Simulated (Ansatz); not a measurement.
# TiO2 (Anatase): a point defect seen from the nuclei (Sb on an O site), part 3 of 3

Wanted: the field gradients around Sb on an O site in TiO2 (Anatase), cell charge -1, before and after the neighbours move. The cell is a supercell built from a COD entry. Planned: a single point, then a relaxation, then a check of dispersion.

Ansatz 0.2.0; DFT, PBE, plane-wave PAW, default files, scalar-relativistic, as far as a step names no other. The steps go on from the part before.

## (4) A check on settings: hamiltonian.dispersion = d4

input.yaml

```yaml
crystal:
  lattice:
    - [-3.7842, 3.7842, 9.5146]
    - [3.7842, -3.7842, 9.5146]
    - [3.7842, 3.7842, -9.5146]
  atoms:
    - { symbol: Ti, position: [0.0, 0.0, 0.0] }
    - { symbol: Ti, position: [0.0, 0.0, 0.5] }
    - { symbol: Ti, position: [0.0, 0.5, 0.0] }
    - { symbol: Ti, position: [0.0, 0.5, 0.5] }
    - { symbol: Ti, position: [0.5, 0.0, 0.0] }
    - { symbol: Ti, position: [0.5, 0.0, 0.5] }
    - { symbol: Ti, position: [0.5, 0.5, 0.0] }
    - { symbol: Ti, position: [0.5, 0.5, 0.5] }
    - { symbol: Ti, position: [0.375, 0.125, 0.25] }
    - { symbol: Ti, position: [0.375, 0.125, 0.75] }
    - { symbol: Ti, position: [0.375, 0.625, 0.25] }
    - { symbol: Ti, position: [0.375, 0.625, 0.75] }
    - { symbol: Ti, position: [0.875, 0.125, 0.25] }
    - { symbol: Ti, position: [0.875, 0.125, 0.75] }
    - { symbol: Ti, position: [0.875, 0.625, 0.25] }
    - { symbol: Ti, position: [0.875, 0.625, 0.75] }
    - { symbol: Sb, position: [0.10405, 0.10405, 0.0] }
    - { symbol: O, position: [0.10405, 0.10405, 0.5] }
    - { symbol: O, position: [0.10405, 0.60405, 0.0] }
    - { symbol: O, position: [0.10405, 0.60405, 0.5] }
    - { symbol: O, position: [0.60405, 0.10405, 0.0] }
    - { symbol: O, position: [0.60405, 0.10405, 0.5] }
    - { symbol: O, position: [0.60405, 0.60405, 0.0] }
    - { symbol: O, position: [0.60405, 0.60405, 0.5] }
    - { symbol: O, position: [0.47905, 0.22905, 0.25] }
    - { symbol: O, position: [0.47905, 0.22905, 0.75] }
    - { symbol: O, position: [0.47905, 0.72905, 0.25] }
    - { symbol: O, position: [0.47905, 0.72905, 0.75] }
    - { symbol: O, position: [0.97905, 0.22905, 0.25] }
    - { symbol: O, position: [0.97905, 0.22905, 0.75] }
    - { symbol: O, position: [0.97905, 0.72905, 0.25] }
    - { symbol: O, position: [0.97905, 0.72905, 0.75] }
    - { symbol: O, position: [0.27095, 0.02095, 0.25] }
    - { symbol: O, position: [0.27095, 0.02095, 0.75] }
    - { symbol: O, position: [0.27095, 0.52095, 0.25] }
    - { symbol: O, position: [0.27095, 0.52095, 0.75] }
    - { symbol: O, position: [0.77095, 0.02095, 0.25] }
    - { symbol: O, position: [0.77095, 0.02095, 0.75] }
    - { symbol: O, position: [0.77095, 0.52095, 0.25] }
    - { symbol: O, position: [0.77095, 0.52095, 0.75] }
    - { symbol: O, position: [0.39595, 0.39595, 0.0] }
    - { symbol: O, position: [0.39595, 0.39595, 0.5] }
    - { symbol: O, position: [0.39595, 0.89595, 0.0] }
    - { symbol: O, position: [0.39595, 0.89595, 0.5] }
    - { symbol: O, position: [0.89595, 0.39595, 0.0] }
    - { symbol: O, position: [0.89595, 0.39595, 0.5] }
    - { symbol: O, position: [0.89595, 0.89595, 0.0] }
    - { symbol: O, position: [0.89595, 0.89595, 0.5] }
total_charge: -1
kpoints:
  mp_grid: { grid: [4, 4, 4] }
scf:
  occupations: { method: fermi_dirac, width: 0.01 }
hamiltonian:
  xc: pbe
  pseudopotentials: { kind: paw }
  dispersion: d4
output:
  forces: true
  stress: true
  populations: true
  efg:
    quadrupole_moments_barn: { Ti: 0.247, Sb: -0.543, O: -0.02558 }
    contact_densities: true
  write_density: true
  write_potential: true
  elf: true
  volumetric_format: npy
```

Started as:

```sh
$ ansatz run input.yaml --threads 4 --pin off --max-ram 8192MiB --backend cpu --events-out ev --progress --plain --runs-dir out
```

What it wrote:

```text
Warning: RAYON_NUM_THREADS=4 ignored (pool sized by the plan → 4); use --threads N
Sb: output.efg is read without spin–orbit coupling, which moves field gradients at and beside such atoms by some per cent and up to a factor of two; PAW files take it under magnetization.noncollinear and magnetization.spin_orbit
[... 10 set-up lines as earlier in the session ...]
Crystal: 48 atoms, lattice volume = 545.003 Å³
Basis set: ecut = 420 eV, 10663 PW (Γ), exchange–correlation on 150×150×150 points (8 copies of the dense FFT grid, shifted against one another)
Bands: 245, of which v1, the nominal top of the filled ones, is band 197 counted from 1 (196 counted from 0)
[... 2 set-up lines as earlier in the session ...]
k-points: 18 of 64 (time reversal used)
[... 10 set-up lines as earlier in the session ...]
SCF iter   1: F=—  HF=-64116.190639 eV  |F-HF|=—  |Δ(HF+E_count)|=         —  Δρ=1.38e-2  dr2=2.30e0  ethr=1.77e-3  ⟨swp⟩=6.0  Hψ=16339  notcnv=0  defer=459
preconditioner: auto → Resta (q_TF=auto, 2.585 Å⁻¹)  ε∞=7.9  [insulator: Δε(μ)=0.680 eV  Ē_g=9.708 eV  σ=0.010 eV  W_gap=1.00  n_scr=154 (ndim 8)  ℏωp=25.4 eV  f_vac=0.094  D(μ)=0.00/eV (n_scr^D=0)  ε∞_Penn≈7.9]
SCF iter   2: F=—  HF=-64115.884134 eV  |F-HF|=—  |Δ(HF+E_count)|=   3.07e-1  Δρ=7.61e-3  dr2=5.25e-1  ethr=5.85e-4  ⟨swp⟩=2.0  Hψ=7676  notcnv=0  defer=748
SCF iter   3: F=—  HF=-64115.824188 eV  |F-HF|=—  |Δ(HF+E_count)|=   5.99e-2  Δρ=3.91e-3  dr2=1.75e-1  ethr=1.33e-4  ⟨swp⟩=3.8  Hψ=6391  notcnv=0  defer=748
SCF iter   4: F=—  HF=-64115.802776 eV  |F-HF|=—  |Δ(HF+E_count)|=   2.14e-2  Δρ=1.94e-3  dr2=5.40e-2  ethr=4.45e-5  ⟨swp⟩=2.6  Hψ=7137  notcnv=0  defer=754
SCF iter   5: F=—  HF=-64115.795215 eV  |F-HF|=—  |Δ(HF+E_count)|=   7.56e-3  Δρ=9.48e-4  dr2=6.44e-3  ethr=1.37e-5  ⟨swp⟩=2.4  Hψ=5272  notcnv=0  defer=747
SCF iter   6: F=—  HF=-64115.795041 eV  |F-HF|=—  |Δ(HF+E_count)|=   1.74e-4  Δρ=5.51e-4  dr2=3.25e-3  ethr=1.63e-6  ⟨swp⟩=2.6  Hψ=6133  notcnv=0  defer=747
SCF iter   7: F=—  HF=-64115.794837 eV  |F-HF|=—  |Δ(HF+E_count)|=   2.04e-4  Δρ=2.32e-4  dr2=4.76e-4  ethr=8.25e-7  ⟨swp⟩=2.1  Hψ=5444  notcnv=0  defer=747
SCF iter   8: F=—  HF=-64115.794872 eV  |F-HF|=—  |Δ(HF+E_count)|=   3.47e-5  Δρ=8.93e-5  dr2=6.54e-5  ethr=1.21e-7  ⟨swp⟩=2.0  Hψ=5703  notcnv=0  defer=747
SCF iter   9: F=—  HF=-64115.795769 eV  |F-HF|=—  |Δ(HF+E_count)|=   8.98e-4  Δρ=5.43e-5  dr2=2.21e-5  ethr=1.66e-8  ⟨swp⟩=2.0  Hψ=6607  notcnv=0  defer=747
SCF iter  10: F=—  HF=-64115.795776 eV  |F-HF|=—  |Δ(HF+E_count)|=   6.40e-6  Δρ=2.00e-5  dr2=3.33e-6  ethr=5.61e-9  ⟨swp⟩=2.0  Hψ=5465  notcnv=0  defer=747
SCF iter  11: F=—  HF=-64115.795778 eV  |F-HF|=—  |Δ(HF+E_count)|=   1.80e-6  Δρ=1.09e-5  dr2=7.86e-7  ethr=8.44e-10  ⟨swp⟩=2.0  Hψ=5411  notcnv=0  defer=747
SCF iter  12: F=—  HF=-64115.795778 eV  |F-HF|=—  |Δ(HF+E_count)|=   2.61e-7  Δρ=6.82e-6  dr2=3.69e-7  ethr=1.99e-10  ⟨swp⟩=2.0  Hψ=5927  notcnv=0  defer=747
SCF iter  13: F=—  HF=-64115.795778 eV  |F-HF|=—  |Δ(HF+E_count)|=   6.83e-8  Δρ=3.61e-6  dr2=1.17e-7  ethr=9.36e-11  ⟨swp⟩=2.0  Hψ=6179  notcnv=0  defer=747
SCF iter  14: F=-64115.795778 eV  HF=-64115.795778 eV  |F-HF|=1.91e-8  |Δ(HF+E_count)|=   1.05e-8  Δρ=2.20e-6  dr2=3.94e-8  ethr=2.54e-11  ⟨swp⟩=15.0  Hψ=29568  notcnv=0
SCF 1 converged in 14 iterations: F = -64115.795778 eV  dr2 = 3.94e-8
SCF converged after 14 iterations
Free energy (F): -64115.795778 eV
Harris-Foulkes:  -64115.795778 eV  (|F-HF|=1.91e-8)
Internal energy: -64115.794426 eV  (E = F + TS)
E sigma→0 (E₀):  -64115.795102 eV
Entropy (-TS):   -0.001352 eV (-0.028 meV/atom)
Fermi energy:    10.059284 eV
--- Per-component energies (eV) ---
[... 16 lines left out ...]
--- Forces (eV/Å), atoms counted from 1 ---
  atom   1  Ti    -0.00000000     0.00000000   -15.52204379
  atom   2  Ti     0.39806597    -0.18484256    -0.16588538
  atom   3  Ti    -0.39806597    -0.18484256    -0.16588538
  atom   4  Ti    -0.00000000     0.00000000    -0.15519611
  atom   5  Ti     0.39806597     0.18484256    -0.16588538
  atom   6  Ti     0.00000000     0.00000000     1.39681123
[... 42 lines left out ...]
  max |Σ_I F_I| component: 1.68e-4 eV/Å
--- Stress (GPa, compression-positive) ---
        1.695988      -0.000000       0.000000
       -0.000000      27.355175      -0.000000
        0.000000      -0.000000      15.524758
  P = ⅓ Tr σ = 14.8586 GPa (148.586 kbar)
--- PAW observables at the nuclei: V_zz in 10²¹ V/m², potentials from the cell's mean, atoms counted from 1 ---
  atom   1  Ti V_zz =    +1.094296   η = 0.6262   by run symmetry: allowed   C_q = +6.5356 MHz
            electrostatic potential = -2528.267077 V   contact ρ = 56789.707514 e/Å³
  atom   2  Ti V_zz =    +0.918300   η = 0.1855   by run symmetry: allowed   C_q = +5.4845 MHz
            electrostatic potential = -2526.567296 V   contact ρ = 56792.066204 e/Å³
  atom   3  Ti V_zz =    +0.918300   η = 0.1855   by run symmetry: allowed   C_q = +5.4845 MHz
            electrostatic potential = -2526.567296 V   contact ρ = 56792.066204 e/Å³
  atom   4  Ti V_zz =    +1.172217   η = 0.8614   by run symmetry: allowed   C_q = +7.0010 MHz
            electrostatic potential = -2526.520195 V   contact ρ = 56792.293448 e/Å³
  atom   5  Ti V_zz =    +0.918300   η = 0.1855   by run symmetry: allowed   C_q = +5.4845 MHz
            electrostatic potential = -2526.567296 V   contact ρ = 56792.066204 e/Å³
  atom   6  Ti V_zz =    -1.029317   η = 0.7985   by run symmetry: allowed   C_q = -6.1475 MHz
            electrostatic potential = -2526.879433 V   contact ρ = 56792.438594 e/Å³
  atom   7  Ti V_zz =    +1.001003   η = 0.4383   by run symmetry: allowed   C_q = +5.9784 MHz
            electrostatic potential = -2526.462525 V   contact ρ = 56792.184898 e/Å³
  atom   8  Ti V_zz =    +0.918300   η = 0.1855   by run symmetry: allowed   C_q = +5.4845 MHz
            electrostatic potential = -2526.567296 V   contact ρ = 56792.066204 e/Å³
  atom   9  Ti V_zz =    -3.592003   η = 0.4774   by run symmetry: allowed   C_q = -21.4530 MHz
            electrostatic potential = -2528.666715 V   contact ρ = 56789.476456 e/Å³
  atom  10  Ti V_zz =    +0.803673   η = 0.1108   by run symmetry: allowed   C_q = +4.7999 MHz
            electrostatic potential = -2526.462385 V   contact ρ = 56792.211442 e/Å³
  atom  11  Ti V_zz =    +0.803673   η = 0.1108   by run symmetry: allowed   C_q = +4.7999 MHz
            electrostatic potential = -2526.462385 V   contact ρ = 56792.211442 e/Å³
  atom  12  Ti V_zz =    +1.221834   η = 0.6080   by run symmetry: allowed   C_q = +7.2973 MHz
            electrostatic potential = -2526.537668 V   contact ρ = 56792.087922 e/Å³
  atom  13  Ti V_zz =    +0.684205   η = 0.6975   by run symmetry: allowed   C_q = +4.0864 MHz
            electrostatic potential = -2526.572982 V   contact ρ = 56792.198595 e/Å³
  atom  14  Ti V_zz =    -3.592003   η = 0.4774   by run symmetry: allowed   C_q = -21.4530 MHz
            electrostatic potential = -2528.666715 V   contact ρ = 56789.476456 e/Å³
  atom  15  Ti V_zz =    +1.221834   η = 0.6080   by run symmetry: allowed   C_q = +7.2973 MHz
            electrostatic potential = -2526.537668 V   contact ρ = 56792.087922 e/Å³
  atom  16  Ti V_zz =    +0.684205   η = 0.6975   by run symmetry: allowed   C_q = +4.0864 MHz
            electrostatic potential = -2526.572982 V   contact ρ = 56792.198595 e/Å³
  atom  17  Sb V_zz =   +26.252069   η = 0.0829   by run symmetry: allowed   C_q = -344.6813 MHz
            electrostatic potential = -8409.198799 V   contact ρ = 1350157.043086 e/Å³
  atom  18  O  V_zz =    +1.910492   η = 0.4132   by run symmetry: allowed   C_q = -1.1817 MHz
            electrostatic potential = -624.041422 V   contact ρ = 2157.303426 e/Å³
  atom  19  O  V_zz =    +1.910492   η = 0.4132   by run symmetry: allowed   C_q = -1.1817 MHz
            electrostatic potential = -624.041422 V   contact ρ = 2157.303426 e/Å³
  atom  20  O  V_zz =    +1.847467   η = 0.4232   by run symmetry: allowed   C_q = -1.1427 MHz
            electrostatic potential = -623.987495 V   contact ρ = 2157.232973 e/Å³
  atom  21  O  V_zz =    +1.910492   η = 0.4132   by run symmetry: allowed   C_q = -1.1817 MHz
            electrostatic potential = -624.041422 V   contact ρ = 2157.303426 e/Å³
  atom  22  O  V_zz =    -1.762895   η = 0.7023   by run symmetry: allowed   C_q = +1.0904 MHz
            electrostatic potential = -624.939735 V   contact ρ = 2157.973027 e/Å³
  atom  23  O  V_zz =    +1.852908   η = 0.5203   by run symmetry: allowed   C_q = -1.1461 MHz
            electrostatic potential = -624.018064 V   contact ρ = 2157.326826 e/Å³
  atom  24  O  V_zz =    +1.910492   η = 0.4132   by run symmetry: allowed   C_q = -1.1817 MHz
            electrostatic potential = -624.041422 V   contact ρ = 2157.303426 e/Å³
  atom  25  O  V_zz =    +2.690614   η = 0.3466   by run symmetry: allowed   C_q = -1.6642 MHz
            electrostatic potential = -624.306255 V   contact ρ = 2157.314985 e/Å³
  atom  26  O  V_zz =    +1.687239   η = 0.4337   by run symmetry: allowed   C_q = -1.0436 MHz
            electrostatic potential = -624.089932 V   contact ρ = 2157.327517 e/Å³
  atom  27  O  V_zz =    +1.687239   η = 0.4337   by run symmetry: allowed   C_q = -1.0436 MHz
            electrostatic potential = -624.089932 V   contact ρ = 2157.327517 e/Å³
  atom  28  O  V_zz =    +1.712853   η = 0.4243   by run symmetry: allowed   C_q = -1.0594 MHz
            electrostatic potential = -624.046223 V   contact ρ = 2157.307029 e/Å³
  atom  29  O  V_zz =    +1.525882   η = 0.4313   by run symmetry: allowed   C_q = -0.9438 MHz
            electrostatic potential = -624.212488 V   contact ρ = 2157.273159 e/Å³
  atom  30  O  V_zz =    +2.690614   η = 0.3466   by run symmetry: allowed   C_q = -1.6642 MHz
            electrostatic potential = -624.306255 V   contact ρ = 2157.314985 e/Å³
  atom  31  O  V_zz =    +1.712853   η = 0.4243   by run symmetry: allowed   C_q = -1.0594 MHz
            electrostatic potential = -624.046223 V   contact ρ = 2157.307029 e/Å³
  atom  32  O  V_zz =    +1.525882   η = 0.4313   by run symmetry: allowed   C_q = -0.9438 MHz
            electrostatic potential = -624.212488 V   contact ρ = 2157.273159 e/Å³
  atom  33  O  V_zz =    +1.527904   η = 0.2727   by run symmetry: allowed   C_q = -0.9450 MHz
            electrostatic potential = -624.472139 V   contact ρ = 2157.415937 e/Å³
  atom  34  O  V_zz =    +1.761416   η = 0.5701   by run symmetry: allowed   C_q = -1.0895 MHz
            electrostatic potential = -624.028192 V   contact ρ = 2157.319425 e/Å³
  atom  35  O  V_zz =    +1.761416   η = 0.5701   by run symmetry: allowed   C_q = -1.0895 MHz
            electrostatic potential = -624.028192 V   contact ρ = 2157.319425 e/Å³
  atom  36  O  V_zz =    +1.929222   η = 0.4831   by run symmetry: allowed   C_q = -1.1933 MHz
            electrostatic potential = -624.006511 V   contact ρ = 2157.301637 e/Å³
  atom  37  O  V_zz =    +1.961584   η = 0.4446   by run symmetry: allowed   C_q = -1.2133 MHz
            electrostatic potential = -624.087953 V   contact ρ = 2157.325868 e/Å³
  atom  38  O  V_zz =    +1.527904   η = 0.2727   by run symmetry: allowed   C_q = -0.9450 MHz
            electrostatic potential = -624.472139 V   contact ρ = 2157.415937 e/Å³
  atom  39  O  V_zz =    +1.929222   η = 0.4831   by run symmetry: allowed   C_q = -1.1933 MHz
            electrostatic potential = -624.006511 V   contact ρ = 2157.301637 e/Å³
  atom  40  O  V_zz =    +1.961584   η = 0.4446   by run symmetry: allowed   C_q = -1.2133 MHz
            electrostatic potential = -624.087953 V   contact ρ = 2157.325868 e/Å³
  atom  41  O  V_zz =    +1.826611   η = 0.4108   by run symmetry: allowed   C_q = -1.1298 MHz
            electrostatic potential = -623.987384 V   contact ρ = 2157.311568 e/Å³
  atom  42  O  V_zz =    +1.474491   η = 0.4452   by run symmetry: allowed   C_q = -0.9120 MHz
            electrostatic potential = -624.125477 V   contact ρ = 2157.395933 e/Å³
  atom  43  O  V_zz =    +1.474491   η = 0.4452   by run symmetry: allowed   C_q = -0.9120 MHz
            electrostatic potential = -624.125477 V   contact ρ = 2157.395933 e/Å³
  atom  44  O  V_zz =    +2.219691   η = 0.2476   by run symmetry: allowed   C_q = -1.3729 MHz
            electrostatic potential = -624.092665 V   contact ρ = 2157.289361 e/Å³
  atom  45  O  V_zz =    +1.474491   η = 0.4452   by run symmetry: allowed   C_q = -0.9120 MHz
            electrostatic potential = -624.125477 V   contact ρ = 2157.395933 e/Å³
  atom  46  O  V_zz =    +1.642220   η = 0.3707   by run symmetry: allowed   C_q = -1.0157 MHz
            electrostatic potential = -624.064849 V   contact ρ = 2157.318803 e/Å³
  atom  47  O  V_zz =    +2.223452   η = 0.2566   by run symmetry: allowed   C_q = -1.3753 MHz
            electrostatic potential = -624.311747 V   contact ρ = 2157.478645 e/Å³
  atom  48  O  V_zz =    +1.474491   η = 0.4452   by run symmetry: allowed   C_q = -0.9120 MHz
            electrostatic potential = -624.125477 V   contact ρ = 2157.395933 e/Å³
--- Band table (eV; the first three rows and the last of 18) ---
[... 4 lines left out ...]
--- Löwdin populations: 48 sites ---
  site symbol       q [e]
[... 48 lines left out ...]
  spilling = 0.003409 (of n_electrons = 394.000000)
```

Run time: 2.2 min. Hardware: 4 threads of AMD EPYC 7R43 (Zen 3), shared host; peak memory 3.9 GiB.

State: no gap over 0.1 eV on the mesh, largest force 19.968 eV/Å, pressure 14.9 GPa.

Against step 2 (V_zz in 10²¹ V/m²; 10 of 27 rows, with the four largest changes of size):

| site | atoms | V_zz, PBE | V_zz, dispersion d4 | η, PBE | η, dispersion d4 |
| --- | --- | --- | --- | --- | --- |
| Sb | 17 | 26.3 | 26.3 | 0.08 | 0.08 |
| Ti9 | 9, 14 | -3.59 | -3.59 | 0.48 | 0.48 |
| Ti1 | 1 | 1.09 | 1.09 | 0.63 | 0.63 |
| O33 | 33, 38 | 1.53 | 1.53 | 0.27 | 0.27 |
| O42 | 42, 43, 45, … | 1.47 | 1.47 | 0.45 | 0.45 |
| O25 | 25, 30 | 2.69 | 2.69 | 0.35 | 0.35 |
| O29 | 29, 32 | 1.53 | 1.53 | 0.43 | 0.43 |
| O34 | 34, 35 | 1.76 | 1.76 | 0.57 | 0.57 |
| O20 | 20 | 1.85 | 1.85 | 0.42 | 0.42 |
| Ti4 | 4 | 1.17 | 1.17 | 0.86 | 0.86 |

The sizes of the gradients above 0.15 moved by less than 0.1 % at any site. An added dispersion term adds to energy, forces and stress but leaves the density alone.

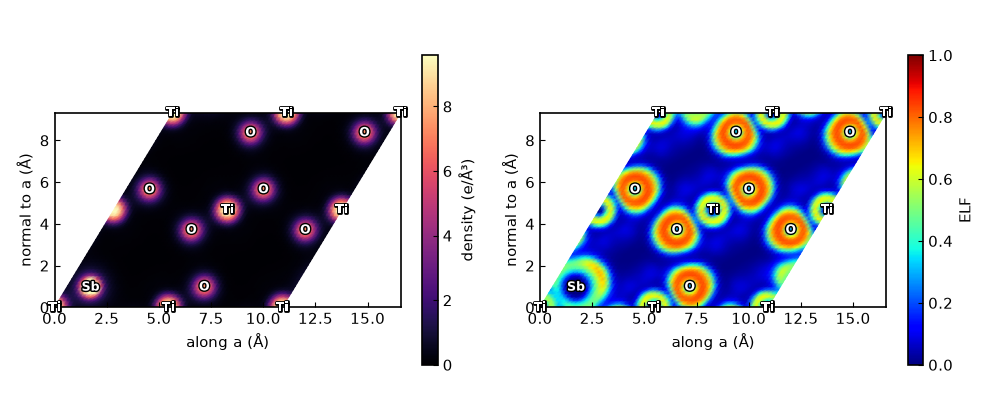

Density (left) and ELF (right) in a lattice plane of the grid's cell (edges 10.92 and 10.92 Å, at 0.000 of the third edge), which holds Ti and Sb and O. Only atoms in the plane are labelled; the density scale stops at 9.59 e/Å³. Both are smooth fields of the valence electrons: close to the nuclei they are not physical.

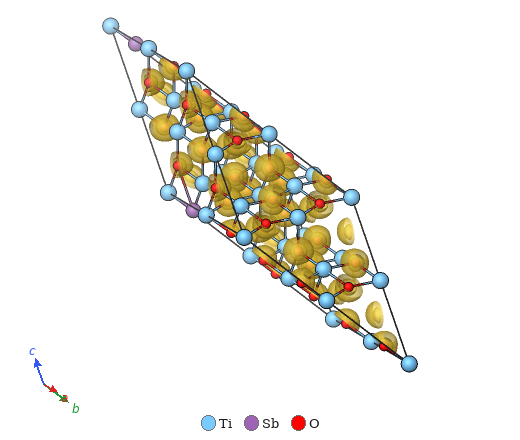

Surface of ELF = 0.78, drawn in one cell.

The highest ELF values outside the cores: 0.85 beside O, off the lines to its neighbours, 0.6 Å from O; 0.84 in the shell around O, 0.6 Å from O; 0.83 on the O–Ti line, 0.6 Å from O.

## (5) From gradients to spectra (values of step 3)

¹²¹Sb (I = 5/2, Q = -543.0 mb) in zero field: pure quadrupole lines, for atoms at rest. Strengths are squared matrix elements for a powder, against the strongest line of the same site.

| site | count | line (MHz) | strength |
| --- | --- | --- | --- |
| Sb | 1 | 86.3 | 1.00 |
| Sb | 1 | 145 | 0.71 |
| Sb | 1 | 231 | 0.02 |

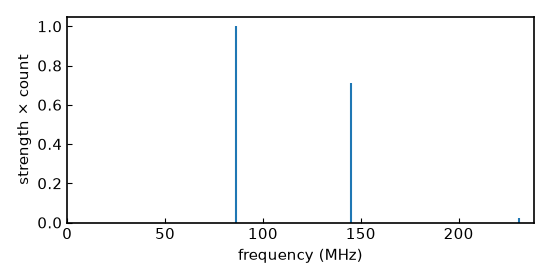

Stick spectrum of the ¹²¹Sb quadrupole resonances of the sites tabulated.

## (6) Summary of results

This closing draws on all 3 parts.

```
                                                              quantity                                                                                                                                                                             value
                                                        state (step 3)                                                                                                       no gap over 0.1 eV on the mesh, largest force 0.020 eV/Å, pressure 12.0 GPa
                                      V_zz by site, step 3 (10²¹ V/m²)                                                                                               Sb 37.9, Ti9 8.64, Ti1 -5.13, O42 1.96, O33 -1.10, O25 3.05, O34 -2.11, O29 1.93, …
                                           largest C_Q in size, step 3                                                                                                                                                              498 MHz, ¹²¹Sb at Sb
                                  step 3 (ions relaxed) against step 2  28 % in the median, over a factor of two at the site that moves most (small gradients counted from 0.15; Ti6, -1.03 to -5.72), with a change of sign at Ti9, Ti1, O33 and others
step 4 (hamiltonian.dispersion = d4) against step 2, before relaxation                                                                                                                                                       less than 0.1 % at any site
```

What this shows: Site Sb (3 Ti at 2.38–2.52 Å) carries the largest gradient. The runs allow no spin. The relaxation kept the symmetry Imm2, so a distorted place of lower energy may have been missed. With states at the Fermi level, this mesh doesn't settle the gradients near the defect. Relaxing moved atoms by up to 0.59 Å and single gradients by over a factor of two in size at the worst site (28 % in the median) (gradients over 0.15 counted), so at some sites the starting positions were a poor guide. The ¹²¹Sb zero-field lines reach up to 231 MHz, for nuclei at rest; thermal motion mostly lowers such lines a little. The run isn't spin-polarised, and a state with spin may lie lower. The defect repeats with the cell of 48 atoms, so it feels its images: sites between two images don't show the values beside a lone defect, and zeros or small values of η there can come from the images' arrangement. O and Ti carry a gradient in the pure host already, so the values there aren't the defect's effect alone. The relaxation keeps the site symmetry mm2 of the start, so the impurity can move only along its axis; a distortion that would localise the carrier isn't explored. A uniform background compensates the cell's charge. The defect cell has no gap above 0.1 eV on its mesh, so the values hang on the smearing and the k-mesh. In separate tests V_zz from these PAW files lay typically within 2 to 3 % of all-electron values, with misses above 10 % on Sb. The cell keeps the host's lattice, where the PBE pressure is 12 GPa (in a charged cell this depends on the convention for the mean potential). The program warns that gradients near heavy atoms lack spin–orbit coupling.
